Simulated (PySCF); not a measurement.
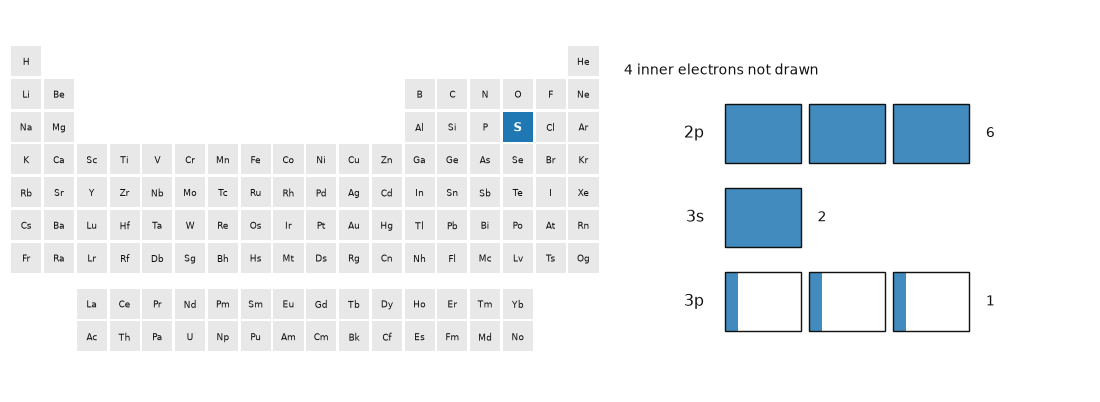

Figure 1. Left, the place of sulfur in the periodic table; right, the outer shells of the nominal configuration: a box for each of the 2l + 1 orbitals, shaded by the share of the shell that is filled, with the electron count at the right.

## Atomic calculation for S³⁺

- system: S³⁺, configuration 1s2 2s2 2p6 3s2 3p1, multiplicity 2.
- method: unrestricted r2SCAN, aug-cc-pVDZ-DK, spin-free X2C-1e, Gaussian nucleus (PySCF)

## Input file
```python
from pyscf import gto, scf, dft, mp, cc
import basis_set_exchange as bse
mol = gto.M(atom="S 0 0 0", charge=3, spin=1, symmetry="D2h",
            basis=gto.basis.parse(bse.get_basis("aug-cc-pVDZ-DK", elements=["S"], fmt="nwchem", header=False)),
            nucmod="G")
mf = dft.UKS(mol, xc="R2SCAN").sfx2c1e()
mf.irrep_nelec = {'Ag': (3, 3), 'B1u': (1, 1), 'B2u': (2, 1), 'B3u': (1, 1)}
mf.kernel()
```

The script is an equivalent of what the driver set up; the driver started from orbitals of its own, so the log can be shorter than this script's would be, and it computed the properties (radii, ⟨L²⟩, response) afterwards. It held the occupations shell by shell, which the script's counts by irreducible representation don't always enforce.

Hardware: 1 thread of Arm Neoverse N1, 15 GiB of memory available, shared host.

Launched within a batch (the task file carries these settings):
```bash
OMP_NUM_THREADS=1 python <driver script> TASK.json OUT
```

## Output (extracts)
```
damping factor = 0
level_shift factor = 0
DIIS = <class 'pyscf.scf.diis.CDIIS'>
diis_start_cycle = 1
diis_space = 10
diis_damp = 0
SCF conv_tol = 1e-09
SCF conv_tol_grad = None
number electrons alpha = 7  beta = 6
XC functionals = R2SCAN
    J. W. Furness, A. D. Kaplan, J. Ning, J. P. Perdew, and J. Sun.,  J. Phys. Chem. Lett. 11, 8208-8215 (2020)
    J. W. Furness, A. D. Kaplan, J. Ning, J. P. Perdew, and J. Sun.,  J. Phys. Chem. Lett. 11, 9248-9248 (2020)
    J. W. Furness, A. D. Kaplan, J. Ning, J. P. Perdew, and J. Sun.,  J. Phys. Chem. Lett. 11, 8208-8215 (2020)
    J. W. Furness, A. D. Kaplan, J. Ning, J. P. Perdew, and J. Sun.,  J. Phys. Chem. Lett. 11, 9248-9248 (2020)
cycle= 1 E= -396.634375133168  delta_E= -0.00394  |g|= 0.0122  |ddm|= 0.186
cycle= 2 E= -396.634478115678  delta_E= -0.000103  |g|= 0.0021  |ddm|= 0.0257
cycle= 3 E= -396.634481465968  delta_E= -3.35e-06  |g|= 0.000277  |ddm|= 0.00489
cycle= 4 E= -396.634481505177  delta_E= -3.92e-08  |g|= 4.87e-06  |ddm|= 0.000677
cycle= 5 E= -396.634481505198  delta_E= -2.04e-11  |g|= 1.53e-07  |ddm|= 4.54e-05
converged SCF energy = -396.634481505198  <S^2> = 0.75537078  2S+1 = 2.0053636
```

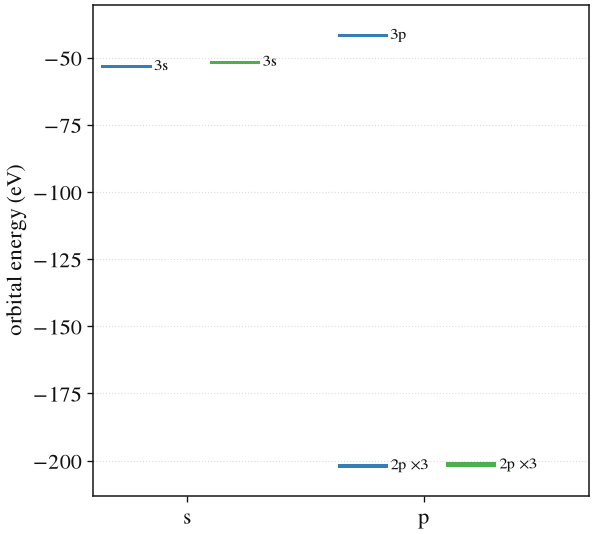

Figure 2. Orbital energies of the mean field, from the top down to −201.8 eV, by angular momentum, α spin at the left of each column and β at the right; ×n counts the orbitals under one label. The highest filled orbital is 3p α at −41.6 eV, the lowest empty one p α at −40.2 eV.

## Results in brief

| quantity | value |
| --- | --- |
| outcome | converged |
| total energy | −396.634482 hartree |
| ⟨S²⟩ | 0.755 |
| ⟨L²⟩ | 2.02 |
| SCF iterations | 5 |
